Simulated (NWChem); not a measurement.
# CH3BO (B(CO)H3) at B1B95-D3(BJ)/6-31++G(d,p) (spherical functions, esp resp)

Aim: the energy change on altering one bond length of CH3BO (B(CO)H3) at B1B95-D3(BJ)/6-31++G** (spherical functions, esp resp), from 2 runs. 

The calculation is run with NWChem 7.3.0.

1 further run of the same task is left out (set aside as unsound or not needed).

## 1. The system as given

The species is CH3BO (6 atoms), meant as a singlet with charge 0. SMILES: `[H]B([H])([H])<-[C-]#[O+]`. The shape is that of a GFN2-xTB optimisation.

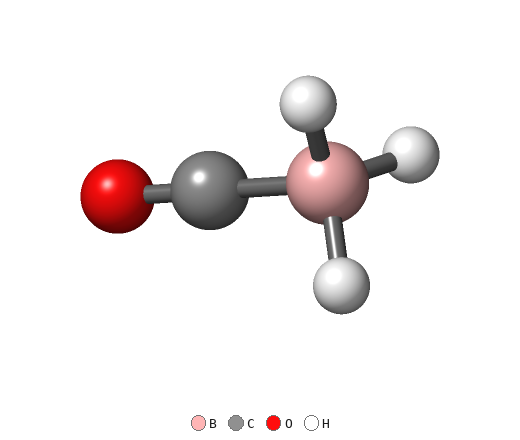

The structure, seen from a chosen angle (boron pink, carbon grey, oxygen red, hydrogen white).

## 2. A single-point energy at B1B95-D3(BJ)/6-31++G(d,p) (spherical functions, esp resp)

Contents of mymol.nw:

```
START mymol
TITLE "CH3BO"
memory 2200 mb
charge 0

GEOMETRY units au noautosym nocenter noautoz
 B  -0.02503887  0.00995886 -0.97530655
 C   0.02250664  0.01492884  1.80945056
 O   0.08346920 -0.01593039  3.96683749
 H   2.12673558  0.00795575 -1.61046240
 H  -1.11376678  1.85665592 -1.62951084
 H  -1.09390576 -1.87355007 -1.56100827
END

BASIS "ao basis" spherical bse
 * library 6-31++G**
END

DFT
 xc b1b95
 mult 1
 disp vdw 4
 grid coarse
 mulliken
END

ESP
 restrain
 range 0.4
 spacing 0.035
 recalculate
END

TASK dft energy
TASK esp
```

Started as:

```
$ nwchem mymol.nw > mymol.out
```

Output:

```text
[...]
          Wavefunction type:  closed shell.
          No. of atoms     :     6
          No. of electrons :    22
[...]
          Charge           :     0
          Spin multiplicity:     1
[...]
          AO basis - number of functions:    72
[...]
              XC Information
              --------------
                        B1B95 Method XC Functional
                     Hartree-Fock (Exact) Exchange  0.280
                    Becke 1988 Exchange Functional  0.720
                         B95 Correlation Potential  1.000
[...]
 d= 0,ls=0.0,diis     1   -139.8362952914 -1.97D+02  1.38D-02  5.73D-01     0.6
[...]
 d= 0,ls=0.0,diis     7   -139.9108435364 -2.45D-07  9.58D-06  1.27D-07     3.1
         Total DFT energy =     -139.910843536353
      One electron energy =     -301.168306487319
           Coulomb energy =      123.241582995268
    Exchange-Corr. energy =      -19.057155001980
 Nuclear repulsion energy =       57.076153653543
    Dispersion correction =       -0.003118695866
[...]
      Total Density - Mulliken Population Analysis
     ---------------------------------------------
    Atom       Charge   Shell Charges
 -----------   ------   -------------------------------------------------------
    1 B    5     5.26   2.00  0.53  1.75  0.36  0.55  0.07 -0.03  0.04
    2 C    6     5.64   2.00  0.79  1.75  0.55  0.33  0.06  0.09  0.07
    3 O    8     8.17   2.00  0.94  2.85  0.98  1.41 -0.03 -0.01  0.03
    4 H    1     0.98   0.50  0.46  0.00  0.01
    5 H    1     0.98   0.51  0.46  0.00  0.01
    6 H    1     0.98   0.50  0.46  0.00  0.01
[...]
 Dipole moment                                  0.431486    0.431668    0.431668
 Quadrupole moment Qxx                          3.159949    3.149541    3.149541
                   Qyy                          3.183009    3.172550    3.172550
                   Qzz                         -6.342958   -6.322091   -6.322091
[...]
```

Run time: 5.7 s. Hardware: 1 thread of INTEL XEON PLATINUM 8581C at 2.30GHz (Emerald Rapids), shared host; peak memory 0.12 GiB.

## 3. The distorted shape, same level

Contents of geom.nw:

```
start geom
title "B(CO)H3"
memory total 2200 mb

geometry units angstroms noautosym nocenter noautoz
  B     -0.029380     0.013435    -1.086930
  C     -0.004220     0.016065     0.386700
  O      0.044170    -0.008430     2.099160
  H      1.109290     0.012375    -1.423040
  H     -0.605510     0.990665    -1.433120
  H     -0.595000    -0.983275    -1.396870
end

basis "ao basis" spherical bse
  * library 6-31++G**
end

dft
  xc b1b95
  disp vdw 4
  grid coarse
  mulliken
  noprint "final vectors analysis"
end

esp
  restrain
  range 0.4
  spacing 0.035
  recalculate
end

task dft
task esp
```

Started as:

```
$ nwchem geom.nw > geom.out
```

Output:

```text
[...]
          Wavefunction type:  closed shell.
          No. of atoms     :     6
          No. of electrons :    22
[...]
          Charge           :     0
          Spin multiplicity:     1
[...]
          AO basis - number of functions:    72
[...]
              XC Information
              --------------
                        B1B95 Method XC Functional
                     Hartree-Fock (Exact) Exchange  0.280
                    Becke 1988 Exchange Functional  0.720
                         B95 Correlation Potential  1.000
[...]
 d= 0,ls=0.0,diis     1   -139.3694677742 -1.87D+02  4.37D-02  1.76D+00     0.6
[...]
 d= 0,ls=0.0,diis    12   -139.6700147383 -2.67D-07  4.24D-06  2.98D-08     5.3
         Total DFT energy =     -139.670014738251
      One electron energy =     -282.756288089111
           Coulomb energy =      114.165318486571
    Exchange-Corr. energy =      -18.704363381407
 Nuclear repulsion energy =       47.628275378785
    Dispersion correction =       -0.002957133090
[...]
      Total Density - Mulliken Population Analysis
     ---------------------------------------------
    Atom       Charge   Shell Charges
 -----------   ------   -------------------------------------------------------
    1 B    5     5.32   2.00  0.55  1.74  0.39  0.54  0.08 -0.01  0.04
    2 C    6     5.69   2.00  0.84  1.38  0.74  0.58  0.05  0.08  0.02
    3 O    8     8.28   2.00  0.99  2.58  1.03  1.64 -0.11  0.13  0.01
    4 H    1     0.90   0.49  0.42 -0.01  0.01
    5 H    1     0.90   0.49  0.42 -0.01  0.01
    6 H    1     0.90   0.49  0.42 -0.01  0.01
[...]
 Dipole moment                                  0.964808    0.964477    0.964477
 Quadrupole moment Qxx                          3.181990    3.172156    3.172156
                   Qyy                          3.204681    3.194737    3.194737
                   Qzz                         -6.386672   -6.366893   -6.366893
[...]
```

Run time: 9 s. Hardware: 1 thread of INTEL XEON PLATINUM 8581C at 2.30GHz (Emerald Rapids), shared host; peak memory 0.11 GiB.

## 4. Outcome

Level: B1B95-D3(BJ)/6-31++G** (spherical functions, esp resp).

| quantity | value |
| --- | --- |
| first shape: total energy | -139.91084 Eh |
| first shape: dipole moment | 1.17 D |
| first shape: HOMO energy | -9.63 eV |
| first shape: LUMO energy | -1.32 eV |
| first shape: HOMO–LUMO gap | 8.32 eV |
| first shape: dispersion energy | -8.19 kJ/mol |
| distorted shape: total energy | -139.67001 Eh |
| distorted shape: dipole moment | 2.32 D |
| distorted shape: dispersion energy | -7.76 kJ/mol |
| energy change with the C2–O3 bond stretched from 1.142 to 1.713 Å | 6.553 eV |

What this shows: With the C2–O3 bond stretched from 1.142 to 1.713 Å the energy rises by 6.55 eV (632 kJ/mol). The first shape isn't relaxed at this level, so the change isn't measured from a minimum.
